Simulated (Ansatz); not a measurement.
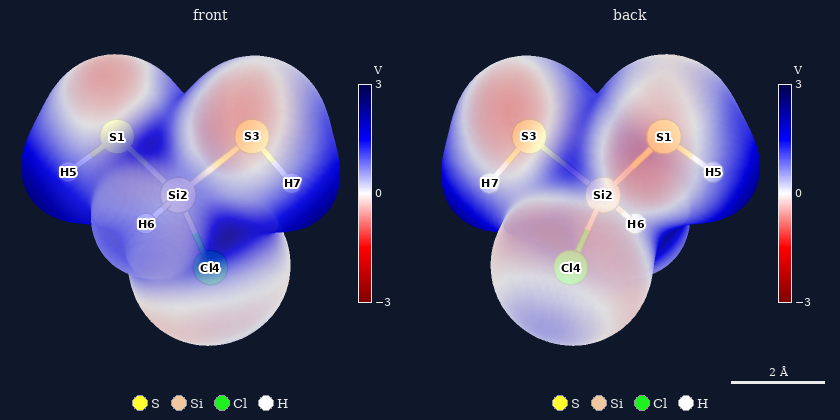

The picture shows: ClH3S2Si (SMILES S[SiH](S)Cl). The electrostatic potential painted on the density surface at 0.004 e/bohr³, seen from the front and from behind; red is negative and blue positive.

Geometry: PBE0-D4/def2-TZVP.

The calculation used Ansatz, RKS PBE0-D4/def2-TZVPP.

```yaml
atoms:
  - { symbol: S, position_ang: [-0.7637, 1.0496, -1.5422] }
  - { symbol: Si, position_ang: [-0.0613, 0.0114, 0.1649] }
  - { symbol: S, position_ang: [1.9152, -0.5477, -0.3572] }
  - { symbol: Cl, position_ang: [-1.1625, -1.6602, 0.6292] }
  - { symbol: H, position_ang: [-1.6745, 1.7456, -0.8394] }
  - { symbol: H, position_ang: [-0.1526, 0.8794, 1.3571] }
  - { symbol: H, position_ang: [1.9607, -1.5460, 0.5419] }
```

Q: Describe the electrostatic potential map.

A: The most negative region (about −0.5 V) lies over S1 and S3, the most positive (about +2.3 V) over H5 and H7. Cl4 shows a σ-hole: about +0.5 V at the tip opposite its bond, against about −0.2 V on its flanks.
